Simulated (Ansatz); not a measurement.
# AlO (oxoaluminum): levels of theory compared

Aim: a comparison of 6 runs (U-r2SCAN0/6-31G, UPBE/6-31G, USVWN5/3-21G, RPA@PBE/3-21G, UCCSDT(Q)/6-31G, FCI/6-31G) of AlO (oxoaluminum). 

Program for the calculation: Ansatz 0.2.0.

74 further runs of the same task are left out: 3 that didn't finish, 71 set aside as unsound or not needed.

## Step 1: Starting point

The species is AlO (2 atoms), meant as a doublet with charge 0. SMILES: `[O]=[Al]`. The Al2–O1 distance was set to 2.355 Å, away from the relaxed value.

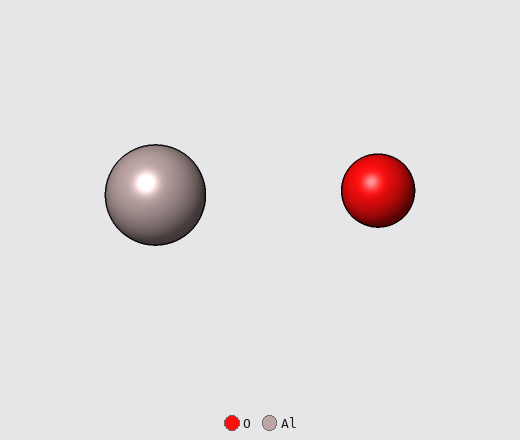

The structure, seen from a chosen angle (oxygen red, aluminium light grey).

## Step 2: A single-point energy at U-r2SCAN0/6-31G (run 1)

input.yaml reads:

```yaml
crystal:
  periodic: [false, false, false]
  atoms:
    - symbol: O
      position_ang: [0.000000, 0.000000, -0.785050]
    - symbol: Al
      position_ang: [0.000000, 0.000000, 1.570050]
basis:
  gaussian: {orbitals: 6-31G}
magnetization: {spin_polarized: true, initial_magnetization: 1}
hamiltonian: {xc: {name: r2SCAN0}}
accuracy: high
```

The run is started by

```bash
$ ansatz run input.yaml --threads 1 --pin off --max-ram 2610MiB --events-out events.jsonl --progress --plain --runs-dir runs
```

The log of the run:

```text
Warning: RAYON_NUM_THREADS=1 ignored (pool sized by the plan → 1); use --threads N
Functional definition: r2SCAN0
  name "r2SCAN0"
  parameter a = 0.25
  parameter k0 = 0.174
  parameter k1 = 0.065
  parameter a1 = 4.9479
  exchange = (1 - a)*r2scan_x(k0 = k0, k1 = k1, a1 = a1) + a*exact_x
  correlation = r2scan_c
403 factors; integrals over basis functions are off by at most 2.9e-9 eV
mean field evaluation 1: about -8620.3493 eV, gradient 5.0e1 eV
mean field evaluation 2: about -8434.6475 eV, gradient 1.1e2 eV
mean field evaluation 4: about -8635.2943 eV, gradient 1.4e1 eV
mean field evaluation 8: about -8636.8217 eV, gradient 7.9e-1 eV
mean field evaluation 16: about -8636.8408 eV, gradient 4.6e-3 eV
mean field evaluation 32: about -8636.8408 eV, gradient 1.7e-8 eV
mean field evaluation 64: about -8636.8404 eV, gradient 1.3e-1 eV
mean field -8637.57423697 eV, -317.4249984506 hartree, gradient 9.5e-9 eV, S^2 0.776107; 5 other end points of the search recorded, 0 dependent functions left out
reference -8637.57424039 eV, -317.4249985762 hartree; 11, 10 occupied and 11, 12 virtual orbitals, 403 factors
Total energy: -8637.57424039 eV, -317.4249985762 hartree
```

Wall time 3 s (1 thread of AMD EPYC 9R45 (Zen 5), shared host); peak memory 0.2 GiB.

## Step 3: The energy at UPBE/6-31G (run 2)

molecule.yaml reads:

```yaml
basis:
  gaussian:
    orbitals: 6-31G
crystal:
  periodic: [false, false, false]
  atoms:
    - {symbol: O, position_ang: [0.000000, 0.000000, -0.785050]}
    - {symbol: Al, position_ang: [0.000000, 0.000000, 1.570050]}
magnetization:
  spin_polarized: true
  initial_magnetization: 1
hamiltonian:
  xc: pbe
accuracy: high
```

The run is started by

```bash
$ ansatz run molecule.yaml --threads 1 --pin off --max-ram 2610MiB --events-out events.jsonl --progress --plain --runs-dir runs
```

The log of the run, shortened:

```text
Warning: RAYON_NUM_THREADS=1 ignored (pool sized by the plan → 1); use --threads N
Functional definition: PBE
  name "PBE"
[...]
403 factors; integrals over basis functions are off by at most 2.9e-9 eV
[...]
mean field -8634.15506966 eV, -317.2993463696 hartree, gradient 6.4e-9 eV, S^2 0.769341; 11 other end points of the search recorded, 0 dependent functions left out
reference -8634.15507218 eV, -317.2993464623 hartree; 11, 10 occupied and 11, 12 virtual orbitals, 403 factors
Total energy: -8634.15507218 eV, -317.2993464623 hartree
```

It took 2 s on 1 thread of AMD EPYC 9R45 (Zen 5), shared host.

Runs 3 to 5 aren't shown in full; the table further down has their settings and results.

## Step 4: The energy at FCI/6-31G (run 6)

in.yaml reads:

```yaml
basis:
  gaussian: {orbitals: 6-31G}
crystal:
  periodic: [false, false, false]
  atoms:
    - {symbol: O, position_ang: [0.000000, 0.000000, -0.785050]}
    - {symbol: Al, position_ang: [0.000000, 0.000000, 1.570050]}
correlation: {method: fci, frozen_orbitals: {Al: 5, O: 1}}
magnetization: {spin_polarized: true, initial_magnetization: 1}
accuracy: high
```

The run is started by

```bash
$ ansatz run in.yaml --threads 1 --pin off --max-ram 2610MiB --events-out events.jsonl --progress --plain --runs-dir runs
```

The log of the run, shortened:

```text
Warning: RAYON_NUM_THREADS=1 ignored (pool sized by the plan → 1); use --threads N
Functional definition: HF
  name "HF"
[...]
403 factors; integrals over basis functions are off by at most 2.9e-9 eV
[...]
mean field -8617.03971161 eV, -316.6703685622 hartree, gradient 4.9e-8 eV, S^2 0.807225; 22 other end points of the search recorded, 0 dependent functions left out
determinant -8617.03971161 eV, -316.6703685622 hartree, with singles and doubles -8620.83806303 eV, -316.8099554025 hartree
determinant -8616.16381402 eV, -316.6381799196 hartree, with singles and doubles -8620.13491526 eV, -316.7841151986 hartree
determinant -8614.76347126 eV, -316.5867182726 hartree, with singles and doubles -8617.97633078 eV, -316.7047886821 hartree
determinant -8614.57442900 eV, -316.5797710974 hartree, with singles and doubles -8617.69465931 eV, -316.6944374464 hartree
determinant -8614.49448422 eV, -316.5768331812 hartree, with singles and doubles -8617.60712496 eV, -316.6912206185 hartree
[...]
6 core orbitals not correlated: weight in the atoms' cores, before any rotation towards them, 1.000 or more for the frozen orbitals, at most 0.000 for the correlated occupied ones
reference -8616.96780654 eV, -316.6677260998 hartree; 5, 4 occupied and 11, 12 virtual orbitals, 403 factors
state -8620.98610341 eV, -316.8153957861 hartree
Total energy: -8620.98610341 eV, -316.8153957861 hartree
```

It took 20 s on 1 thread of AMD EPYC 9R45 (Zen 5), shared host; peak memory 0.38 GiB.

## Step 5: Overview of the runs

| run | level | frozen core orbitals | energy (Eh) | ⟨S²⟩ | wall time |
| --- | --- | --- | --- | --- | --- |
| 1 | U-r2SCAN0/6-31G | – | -317.424999 | 0.776 | 3 s |
| 2 | UPBE/6-31G | – | -317.299346 | 0.769 | 2 s |
| 3 | USVWN5/3-21G | – | -314.195633 | 0.789 | 0.82 s |
| 4 | RPA@PBE/3-21G | 6 | -315.185842 | 0.779 | 1.6 s |
| 5 | UCCSDT(Q)/6-31G | 6 | -316.815747 | 0.807 | 2 s |
| 6 | FCI/6-31G | 6 | -316.815396 | – | 20 s |

## Step 6: What came out

```
                                          quantity          value
                               run 6: total energy  -316.81540 Eh
run 6: correlation energy (6 core orbitals frozen)     -147.7 mEh
```

Against full CI in this basis: UCCSDT(Q) -0.4 mEh. Totals of different functionals can't be ranked against each other. All runs together took 29 s, the longest 20 s.
